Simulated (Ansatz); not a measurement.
In doubt: masses and optical values from hybrid runs of this build are listed as unsure (in some of the runs), which bears on the screening that GW takes from such a start; one-shot GW on d or f shells is unsure (in some of the runs), so the values of those runs are not to be relied on.

System: LaCuSeO (P4/nmm).

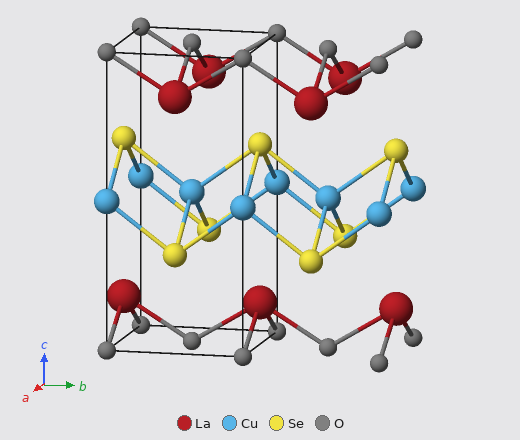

The structure (lanthanum red, copper blue, selenium yellow, oxygen grey). 1×2×1 cells are drawn. Some periodic images of atoms are drawn too.

Symmetry: P4/nmm, No. 129, tetragonal system. The conventional cell has a = 4.067 Å, b = 4.067 Å, c = 8.797 Å, α = 90.00°, β = 90.00°, γ = 90.00°. Nearest to La lie 4 O at 2.38 Å and 4 Se at 3.33 Å. Cu has 4 Se at 2.52 Å nearest. Se has 4 Cu at 2.52 Å and 4 La at 3.33 Å nearest. Nearest to O lie 4 La at 2.38 Å. Farther neighbours and most contacts between anions are not listed.

```yaml
crystal:
  lattice:
    - [4.06712, 0.00000, 0.00000]
    - [0.00000, 4.06712, 0.00000]
    - [0.00000, 0.00000, 8.79750]
  atoms:
    - { symbol: La, position: [0.50000, 0.00000, 0.13980] }
    - { symbol: La, position: [0.00000, 0.50000, 0.86020] }
    - { symbol: Cu, position: [0.50000, 0.50000, 0.50000] }
    - { symbol: Cu, position: [0.00000, 0.00000, 0.50000] }
    - { symbol: Se, position: [0.50000, 0.00000, 0.66980] }
    - { symbol: Se, position: [0.00000, 0.50000, 0.33020] }
    - { symbol: O, position: [0.50000, 0.50000, 0.00000] }
    - { symbol: O, position: [0.00000, 0.00000, 0.00000] }
```

The cell and positions come from the Crystallography Open Database and are kept as given unless a step says otherwise. Spin-orbit coupling is left out unless a run names it.

Gaps computed with Ansatz 0.2.0 without a self-energy: HSE06 2.73 eV, r2SCAN 1.89 eV and PBE0 3.42 eV.

Estimate the G0W0@HSE06 gap with 4×4×2 mesh, 434 empty bands, screening to 120 eV, PAW set soft_1 files.

About 2.70 eV: on its mesh the run moves the gap from 2.73 eV by −0.03 eV. Among the scalar-relativistic levels given, HSE06 is nearest (+0.03 eV). Bands and cutoff are finite, so the gap is not at the basis limit. The miss can reach some tenths of an eV and take either sign; the mesh is an error of its own. The 4×4×2 mesh is coarse for this cell (its supercell is 16 Å along the shortest edge). The RPA ε∞ on it, from the HSE06 start, is 5.15 and 6.26; such meshes misread the long-range screening, most where the gap is narrow. Empty 4f levels lie among the conduction bands. Their place in the start is unsure; it enters the screening, and the edge itself where they lie low. A d shell, filled or nearly so, lies near the gap. One-shot GW converges very slowly in bands there, not always from below, and on a semilocal start the gap tends to come out low; starts rich in exact exchange can overshoot instead. The many-body steps are scalar-relativistic: spin-orbit coupling is not in them.

[Paths, hosts, dates, memory and timing lines, banners, echoed tables and standing remarks are left out of the program output.]

[Logs are printed without paths, hosts, clocks, repeated set-up lines and the standing remarks that a program may print on its own settings, such as how far it seeks lower states.]

[Runs of the session that timed out or met a known fault of the program may be left out.]

[Cells called generated may have been cut or substituted from an entry of the Crystallography Open Database or the Materials Project.]

[Hosts, paths, dates, database ids (printed as entryN), source tags and the programs' standing remarks are cut or masked in the printed files.]
